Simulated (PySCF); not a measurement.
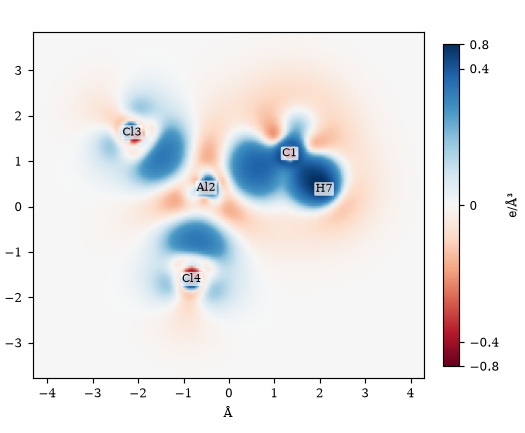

CH$_{3}$AlCl$_{2}$, SMILES `C[Al](Cl)Cl`. Deformation density (molecule less spherical, spin-averaged free atoms) in the plane of C1, Al2, Cl3, Cl4 and H7; colour scale in e/Å³, logarithmic beyond ±0.1; blue: gain, red: loss.

PySCF calculation, ωB97X/def2-TZVP, gas phase; geometry: GFN2-xTB. No frequency check shows the geometry to be a minimum. GFN2-xTB bond lengths at metals and heavier atoms can be off by up to 0.1 Å and shapes distorted, which carries into these values.

Geometry (Å), atoms numbered from 1:

```
C1      -0.0159    2.2872   -0.0002
Al2     -0.0003    0.2987    0.0003
Cl3     -1.7363   -0.7648   -0.0001
Cl4      1.7471   -0.7456   -0.0001
H5      -0.5376    2.6849    0.8739
H6      -0.5397    2.6852   -0.8717
H7       0.9932    2.7017   -0.0022
```

Describe the bonding that the map shows.

C1–H7: +0.69 e/Å³ at the bond critical point (bond length 1.09 Å, Mayer order 0.9). C1–Al2: +0.17 e/Å³ at the bond critical point (bond length 1.99 Å, Mayer order 1.0). Al2–Cl4: +0.09 e/Å³ at the bond critical point (bond length 2.04 Å, Mayer order 1.3). Al2–Cl3: +0.09 e/Å³ at the bond critical point (bond length 2.04 Å, Mayer order 1.3). In all, 1.7 electrons gather in the regions of gain relative to the promolecule. A small or negative value marks a very polar bond, one between electron-rich atoms, whose free-atom densities already overlap strongly, a long bond to a heavier atom, or a closed-shell contact such as a hydrogen bond.

Cost of the run: 20 s on 1 thread of AMD EPYC 7R43 64-Core Processor (Zen 3), on a shared host, peak memory 0.62 GiB.
